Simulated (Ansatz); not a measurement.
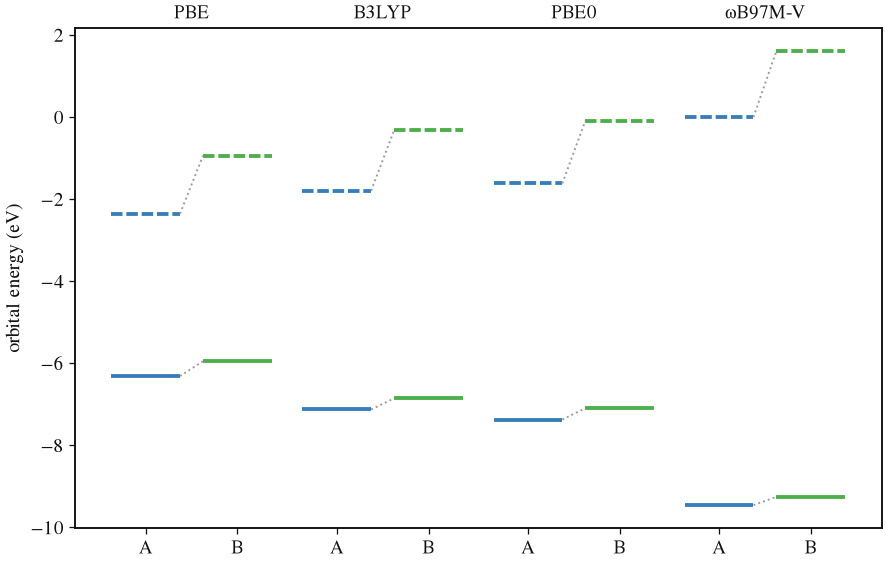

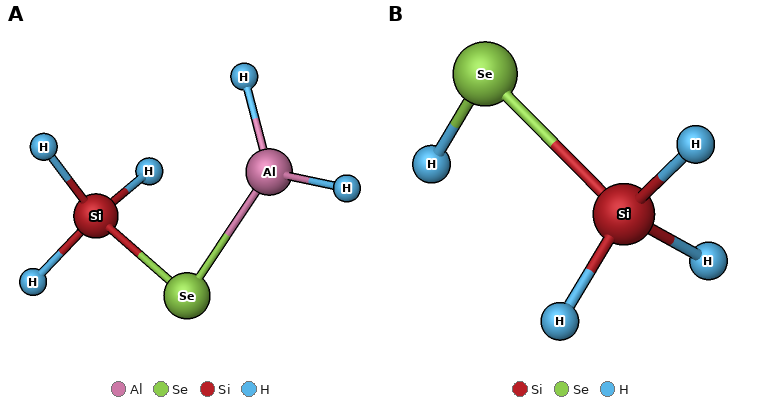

One change: A, AlSiH₅Se (SMILES [AlH2][Se][SiH3]), becomes B, SiH₄Se (SMILES [SiH3][SeH]). AlH₂ on Se is replaced by H. HOMO (solid) and LUMO (dashed) computed in def2-TZVPP at PBE0-D4/def2-TZVP geometries, both minima by their frequencies, gas phase, the Ansatz code. Empty levels above zero depend strongly on the basis.

**What does the change do to HOMO and LUMO?**

PBE: the HOMO rises by 0.36 eV, the LUMO rises by 1.41 eV, and the separation goes from 3.96 to 5.01 eV. B3LYP: the HOMO rises by 0.27 eV, the LUMO rises by 1.48 eV, and the separation goes from 5.33 to 6.54 eV. PBE0: the HOMO rises by 0.28 eV, the LUMO rises by 1.52 eV, and the separation goes from 5.76 to 7.00 eV. ωB97M-V: the HOMO rises by 0.20 eV, the LUMO rises by 1.61 eV, and the separation goes from 9.46 to 10.86 eV.

**Do the functionals agree on the effect?**

They agree on the direction for both levels; the HOMO shift lies between 0.20 and 0.36 eV and the LUMO shift between 1.41 and 1.61 eV, while the separations themselves differ by up to 5.9 eV between functionals.
